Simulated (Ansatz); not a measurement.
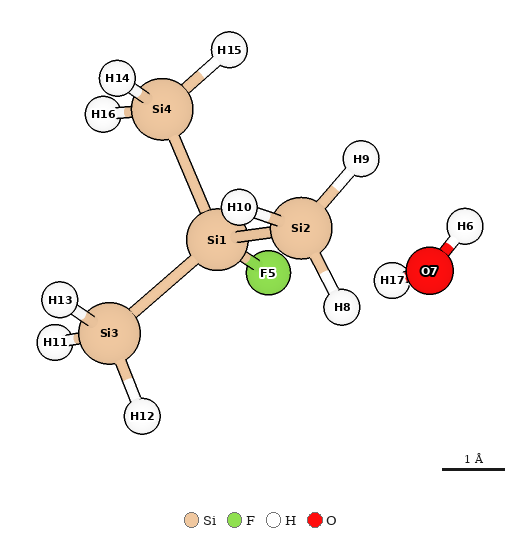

Figure 1. The structure as given in the input (ball-and-stick view, seen at a tilt; atoms are numbered from 1 in the order of the input). Bond lengths as drawn: F–Si 1.64 Å, H–O 0.96 Å, H–Si 1.48 to 1.50 Å and Si–Si 2.34 to 2.35 Å.

# Run report: Si$_{4}$H$_{11}$OF, single-point calculation

Si$_{4}$H$_{11}$OF, computed with RKS PBE0-D4/def2-TZVPP (Ansatz 0.2.0).

The geometry is the reactant side of a reaction. The reaction was set up to form Si1–O7 and Si2–H6 and to break Si1–Si2 and H6–O7 (atoms counted from 1 in the order of the input); sticks are drawn by distance alone. The geometry comes from this level: PBE0-D4/def2-TZVP.

Input file
```yaml
crystal:
  periodic: [false, false, false]
  atoms:
    - {symbol: Si, position_ang: [-0.244032, 0.336620, -0.193691]}
    - {symbol: Si, position_ang: [1.275248, -1.368711, 0.330883]}
    - {symbol: Si, position_ang: [-0.545829, 0.426250, -2.517350]}
    - {symbol: Si, position_ang: [-2.295671, -0.102785, 0.853964]}
    - {symbol: F, position_ang: [0.265604, 1.808781, 0.304402]}
    - {symbol: H, position_ang: [2.481891, 0.998949, 2.700321]}
    - {symbol: O, position_ang: [2.559806, 0.982135, 1.743996]}
    - {symbol: H, position_ang: [2.623254, -1.144563, -0.242016]}
    - {symbol: H, position_ang: [1.331402, -1.677784, 1.780852]}
    - {symbol: H, position_ang: [0.667703, -2.550067, -0.356363]}
    - {symbol: H, position_ang: [-1.504009, 1.501969, -2.888536]}
    - {symbol: H, position_ang: [0.744034, 0.661847, -3.219373]}
    - {symbol: H, position_ang: [-1.100784, -0.885349, -2.949591]}
    - {symbol: H, position_ang: [-2.745242, -1.455092, 0.425032]}
    - {symbol: H, position_ang: [-2.144885, -0.092230, 2.334399]}
    - {symbol: H, position_ang: [-3.329741, 0.894855, 0.468501]}
    - {symbol: H, position_ang: [1.961151, 1.665374, 1.424571]}
basis:
  gaussian: {orbitals: def2-TZVPP}
hamiltonian: {xc: pbe0, dispersion: d4}
output: {orbitals: {seedname: orbitals}}
```

Machine: 4 CPU threads, shared host.

Run as:
```bash
ansatz run in.yaml --threads 4 --pin off --events-out ev --progress --plain --max-ram 41984MiB --backend cuda --devices 0, --max-vram 37GiB
```

The program's output
```
Functional definition: PBE0
  name "PBE0"
  cite "Adamo & Barone, J. Chem. Phys. 110, 6158 (1999) doi:10.1063/1.478522"
  cite "Perdew, Burke & Ernzerhof, Phys. Rev. Lett. 77, 3865 (1996) doi:10.1103/PhysRevLett.77.3865"
  parent pbe
  parameter a = 0.25
  parameter kappa = 0.804
  parameter beta = 0.06672455060314922
  exchange = (1 - a)*pbe_x(kappa = kappa, mu = beta*pi^2/3) + a*exact_x
  correlation = pbe_c(beta = beta)
2120 factors; their error is unknown
mean field evaluation 1: about -36434.8138 eV, gradient 5.7e1 eV
mean field evaluation 2: about -36428.3772 eV, gradient 8.5e1 eV
mean field evaluation 4: about -36440.0211 eV, gradient 2.0e0 eV
mean field evaluation 8: about -36440.0292 eV, gradient 4.5e-2 eV
mean field evaluation 16: about -36440.1072 eV, gradient 2.0e-5 eV
mean field -36440.10716740 eV, -1339.1492384102 hartree, gradient 2.0e-5 eV, S^2 0.000000; 0 other end points of the search recorded, 0 dependent functions left out
reference -36440.10721422 eV, -1339.1492401309 hartree; 42, 42 occupied and 342, 342 virtual orbitals, 2120 factors
Total energy: -36440.50159435 eV, -1339.1637333331 hartree
```

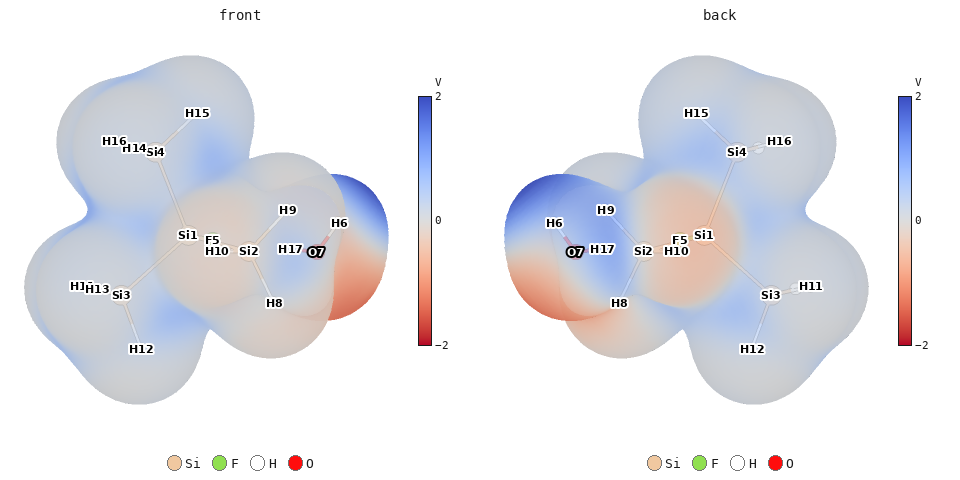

Figure 2. The electrostatic potential painted on the density surface at 0.001 e/bohr³, seen face on and from behind; the colour scale runs from red (negative) to blue (positive).

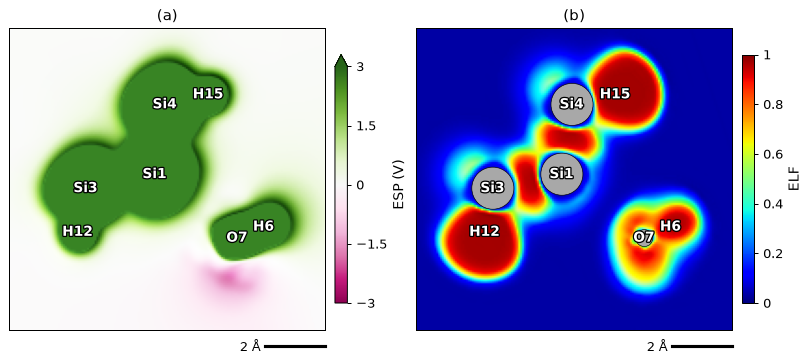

Figure 3. (a) electrostatic potential; (b) electron localisation function on the plane of atoms Si1, Si4 and H15. Grey discs, where drawn, cover atomic cores. O–H (0.96 Å): the ELF climbs to about 1 towards the hydrogen, as it does in any bond to H; a covalent bond by its length. Si–H (1.49 Å): the ELF climbs to about 1 towards the hydrogen.

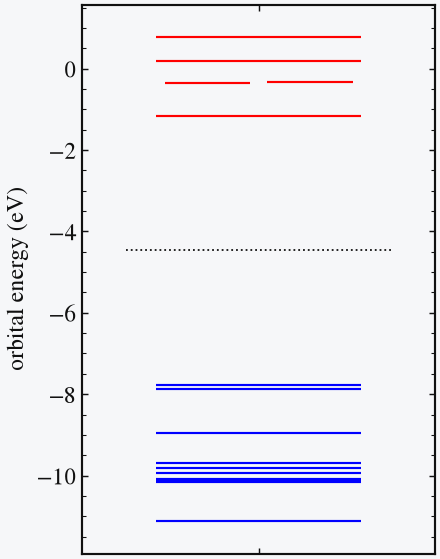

Figure 4. Orbital energies near the frontier; the dotted line parts filled from empty levels, and levels within 0.02 eV of each other stand side by side. Highest filled −7.78 eV, lowest empty −1.16 eV, 6.62 eV apart.

Summary

```json
{"quantity": "outcome", "value": "converged"}
{"quantity": "total energy", "value": "−36440.5016 eV"}
{"quantity": "mean-field energy", "value": "−36440.1072 eV"}
{"quantity": "dispersion energy", "value": "−0.3944 eV"}
{"quantity": "SCF solution under orbital rotations", "value": "stable"}
{"quantity": "HOMO", "value": "−7.78 eV"}
{"quantity": "LUMO", "value": "−1.16 eV"}
{"quantity": "wall time", "value": "1.8 s (CPU time 2.6 s)"}
{"quantity": "peak memory", "value": "0.88 GiB"}
```
